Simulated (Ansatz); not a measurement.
The calculation's input:

```
crystal:
  periodic: [false, false, false]
  atoms:
    - {symbol: F, position_ang: [2.030022, 0.659409, 0.607778]}
    - {symbol: "N", position_ang: [0.431652, -0.572726, 2.086443]}
    - {symbol: "N", position_ang: [0.074745, -1.129939, 0.953854]}
    - {symbol: Si, position_ang: [1.806144, 0.758293, 2.222050]}
    - {symbol: H, position_ang: [-0.095063, -0.916492, 2.896855]}
    - {symbol: H, position_ang: [-0.661856, -1.836877, 0.913870]}
    - {symbol: H, position_ang: [0.566425, -0.826362, 0.107536]}
basis:
  gaussian:
    orbitals: def2-TZVPD
hamiltonian:
  xc: pbe0
magnetization:
  spin_polarized: true
  initial_magnetization: 1
total_charge: 1
output: {forces: true, orbitals: {seedname: orbitals}}
```

Command:

```sh
ansatz run input.yaml --threads 1 --pin off --max-ram 2610MiB --events-out events.jsonl --progress --plain --runs-dir runs
```

Geometry: B3LYP-D3(BJ)/def2-SVP.

Computed with isolated molecule in a Gaussian basis; Kohn-Sham density functional theory, functional PBE0 (Ansatz).

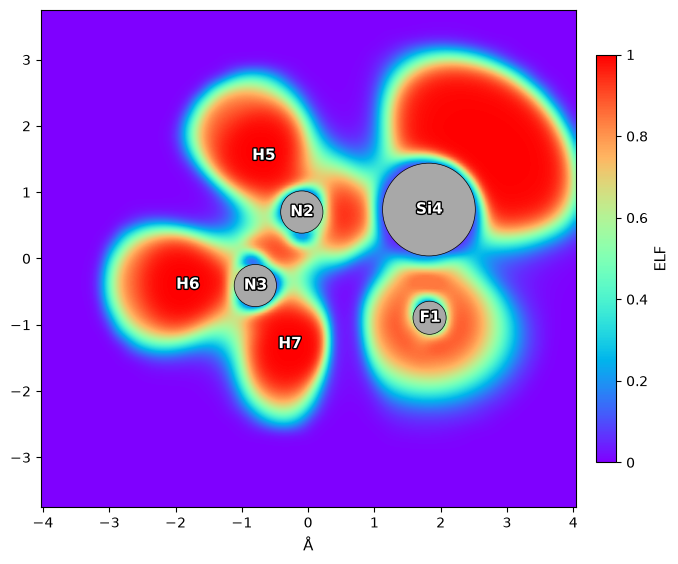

FH$_{3}$N$_{2}$Si (charge +1, doublet). Electron localisation function on the molecular plane. Grey discs cover the atomic cores.

> Read the bonding off the picture.

- The plane passes through F, N, Si and H nuclei.
- N–N (1.31 Å): the ELF peaks at about 0.90 between the atoms (a covalent bond).
- Si–F (1.63 Å): the ELF peaks at about 0.85 in the valence shell of F, 0.6 Å from its nucleus, and is about 0.40 at the midpoint.
- Si–N (1.92 Å): the ELF peaks at about 0.95 between the atoms; a shared but strongly polarised pair.
- N–H (1.02 Å): the ELF climbs to about 1 towards the hydrogen, as it does in any bond to H: a covalent bond by its length.
- The ELF also peaks beside F1 and Si4, away from the bonds: non-bonding electrons, paired or unpaired.
